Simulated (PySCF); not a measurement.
# RuO₂H₄: frequency calculation

- system: RuO₂H₄
- method: RKS-based PBE0, Ru def2-TZVP with ECP28, O def2-TZVP, H def2-TZVP; non-relativistic Hamiltonian with a scalar-relativistic core potential; density fitting (PySCF 2.14.0)

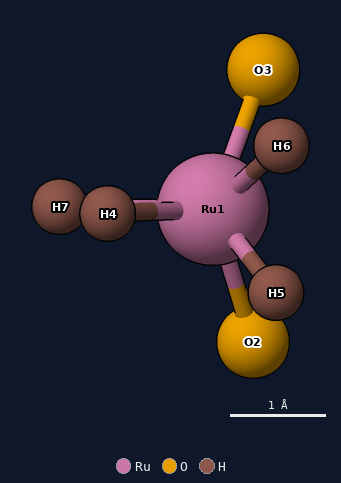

*The input geometry (ball-and-stick view, seen at a tilt; atoms are numbered from 1 in the order of the input). Sticks mark near contacts.*

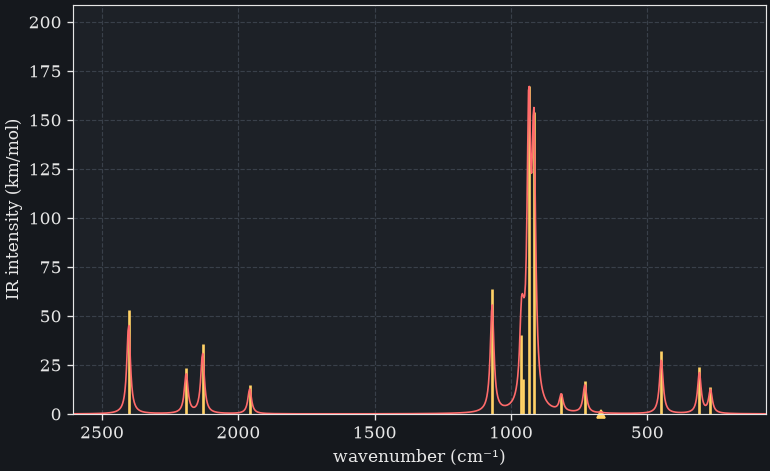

*Harmonic infrared spectrum, unscaled: sticks (degenerate modes added up, dark ones marked on the axis) with a Lorentzian envelope of 16 cm⁻¹ full width, scaled to the tallest stick.*

15 modes from 268 to 2403 cm⁻¹, none imaginary. The strongest line is at 935 cm⁻¹ (167 km/mol). All modes, in cm⁻¹ (km/mol): 268 (13.8), 309 (24), 449 (32), 671 (0.4), 729 (16.6), 816 (10.1), 916 (154), 935 (167), 955 (17.9), 962 (40), 1069 (64), 1959 (14.8), 2131 (36), 2191 (24), 2403 (53).

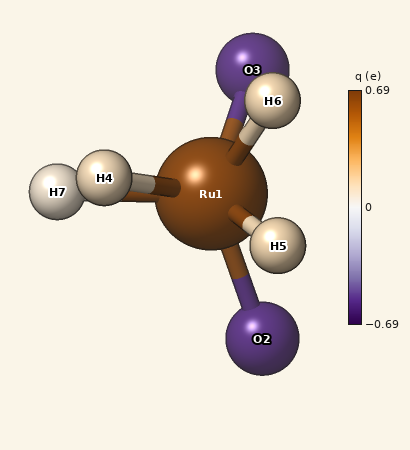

*Mulliken charges, as the colour of each atom (ball-and-stick view, seen at a tilt; atoms are numbered from 1 in the order of the input).*

By element: Ru +0.66, O −0.56 and H +0.07 to +0.13 e.

The input that produced these results follows, with the program's output.

### Input file
```python
from pyscf import gto, scf, dft
mol = gto.M(atom='''
Ru     0.140834     0.000000     0.118465
O     -0.543874     1.436918    -0.504895
O     -0.543874    -1.436918    -0.504895
H      1.570582     0.000000     1.033687
H     -0.189533     0.775281     1.435948
H     -0.189533    -0.775281     1.435948
H      1.831345     0.000000     0.135740''',
    basis={'Ru': 'def2-TZVP', 'O': 'def2-TZVP', 'H': 'def2-TZVP'},
    ecp={'Ru': 'def2-TZVP'},
    charge=0, spin=0)
mf = dft.RKS(mol, xc='PBE0')
mf.grids.atom_grid = (75, 302)
aux = {'Ru': 'def2-universal-JKFIT', 'O': 'def2-universal-JKFIT', 'H': 'def2-universal-JKFIT'}
mf = mf.density_fit(auxbasis=aux)
mf.conv_tol = 1e-09
mf.diis_space = 10
mf.max_cycle = 60
mf.verbose = 4
mf.kernel()
```

The script is an equivalent of the set-up of the self-consistent field. The run itself was carried out by a driver, which started from the orbitals of the step before it where there was one and computed the further properties.

Launched with:
```bash
OMP_NUM_THREADS=4 python axn.py task.json out
```

### The program's output
```
init E= -247.50435204617
  HOMO = -0.266600209684523  LUMO = -0.129196374954221  gap/eV = 3.73895
cycle= 1 E= -247.504352046082  delta_E= 8.73e-11  |g|= 2.39e-05  |ddm|= 2.3e-05
  HOMO = -0.266604211784916  LUMO = -0.129201701852517  gap/eV = 3.73891
cycle= 2 E= -247.504352045366  delta_E= 7.16e-10  |g|= 6.75e-05  |ddm|= 5.2e-05
  HOMO = -0.266602432975752  LUMO = -0.129198457103987  gap/eV = 3.73895
cycle= 3 E= -247.504352046143  delta_E= -7.76e-10  |g|= 1.63e-05  |ddm|= 3.77e-05
  HOMO = -0.266601671535174  LUMO = -0.129198020278325  gap/eV = 3.73894
cycle= 4 E= -247.50435204619  delta_E= -4.79e-11  |g|= 2.61e-06  |ddm|= 8.68e-06
  HOMO = -0.266601665473654  LUMO = -0.129198104621467  gap/eV = 3.73894
Extra cycle  E= -247.50435204617  delta_E= 2.01e-11  |g|= 1.07e-05  |ddm|= 6.74e-06
converged SCF energy = -247.50435204617
```

### Key numbers

- outcome: converged
- total energy: −247.504352 hartree
- HOMO: −7.25 eV
- LUMO: −3.52 eV
- zero-point energy: 0.038190 hartree
- dipole moment: 4.24 D
- wavenumbers, lowest and highest: 268 and 2403 cm⁻¹
- hardware: 4 threads of Arm Neoverse V1, 112 GiB of memory available, shared host
- wall time: 96 s (CPU time 5.1 min)
- peak memory: 2 GiB
